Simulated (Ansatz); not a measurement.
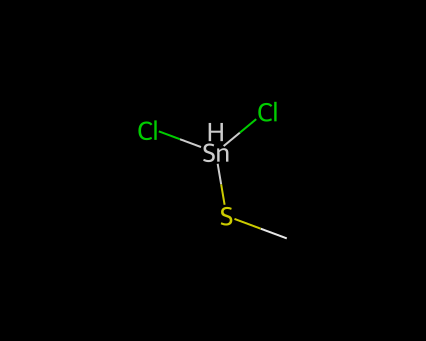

Skeletal drawing of a molecule.

> Give its SMILES.

C[S][SnH]([Cl])[Cl]

> What is the molecular formula?

CH4Cl2SSn.

> An optimisation with PBE0-D4/def2-TZVP gave a structure of which point group?

Cs. Other conformers may differ.

More results for the same structure follow; atom numbers are the same in all pictures, views and colours differ. The geometry was computed by an optimisation with PBE0-D4/def2-TZVP.

## Dipole moment

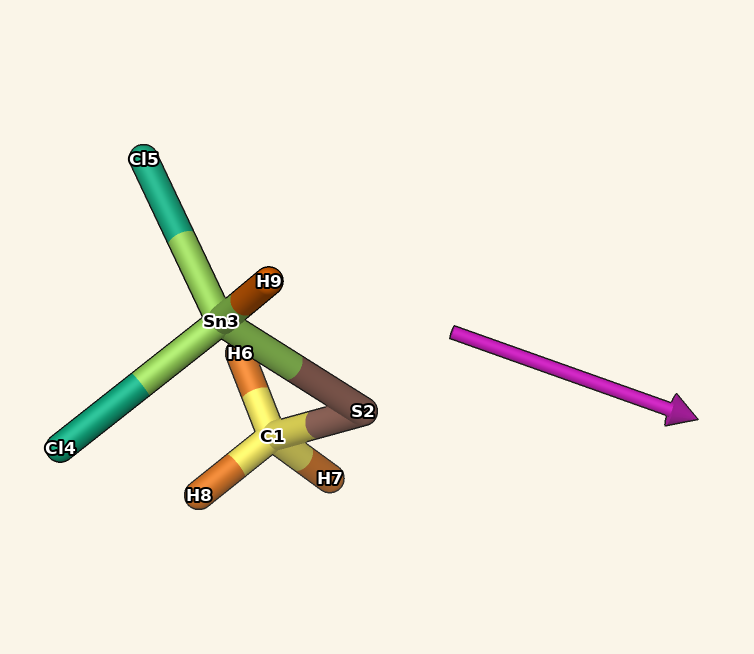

The arrow beside the molecule shows the direction of the dipole moment, from the negative to the positive end (its length means nothing). Properties computed with RKS ωB97M-V/def2-TZVPP, core potentials on Sn (Ansatz 0.2.0).

> How large is the dipole moment?

1.56 D; it points from the side of Cl4, Cl5 to the side of H7 (the outermost atoms at the two ends).

## Levels of theory compared

Program: Ansatz 0.2.0.

Tabulate HOMO energy (eV), HOMO–LUMO gap (eV) at these levels: B97M-V/def2-TZVPP; BLYP-D4/def2-TZVPP; PBE-D4/def2-TZVPP; PBE0-D4/def2-QZVPP; SPW92 (LDA)/def2-TZVPP; r2SCAN-D4/def2-TZVPP; r2SCAN0-D4/def2-TZVPP; r2SCANh-D4/def2-TZVPP; revPBE-D4/def2-TZVPP; ωB97M-V/def2-TZVPP; ωB97X-V/def2-TZVPP.

| level | HOMO energy (eV) | HOMO–LUMO gap (eV) |
| --- | --- | --- |
| B97M-V/def2-TZVPP | −6.66 | 4.23 |
| BLYP-D4/def2-TZVPP | −6.13 | 3.49 |
| PBE-D4/def2-TZVPP | −6.29 | 3.58 |
| PBE0-D4/def2-QZVPP | −7.55 | 5.68 |
| SPW92 (LDA)/def2-TZVPP | −6.40 | 3.43 |
| r2SCAN-D4/def2-TZVPP | −6.57 | 4.06 |
| r2SCAN0-D4/def2-TZVPP | −7.70 | 6.01 |
| r2SCANh-D4/def2-TZVPP | −7.02 | 4.84 |
| revPBE-D4/def2-TZVPP | −6.24 | 3.63 |
| ωB97M-V/def2-TZVPP | −9.71 | 9.88 |
| ωB97X-V/def2-TZVPP | −9.89 | 10.17 |

## Vibrations

Harmonic vibrations computed with RKS PBE0-D4/def2-TZVP, core potentials on Sn (Ansatz 0.2.0) at a stationary point of the same level.

> How many vibrational modes are there, and where do they lie?

21 modes: 40, 93, 110, 116, 147, 200, 365, 373, 385, 543, 557, 717, 978, 986, 1350, 1465, 1476, 1988, 3070, 3165, 3169 cm⁻¹.
